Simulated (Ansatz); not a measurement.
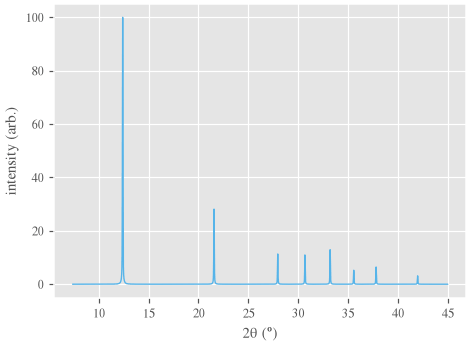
*Simulated powder pattern, Mo Kα, λ = 0.71073 Å*

The pattern belongs to a structure relaxed with the program Ansatz at the PBE level (PAW).

Which compound is it?
(A) B, I4_132 (B on 8a)
(B) LaB6, Pm-3m (La on 1a, B on 6f)
(C) BP, zinc blende
(D) BAs, zinc blende

A, B, I4_132 (B on 8a)

The start of the workflow was typed in or built on a structure type; neither database checked (COD, Materials Project) lists it. It is not the phase usual at ambient conditions (space group No. 166). The PBE relaxation kept the symmetry of its start; its stability against distortions is not shown here.

Potentials: the earlier of the program's two PAW sets.
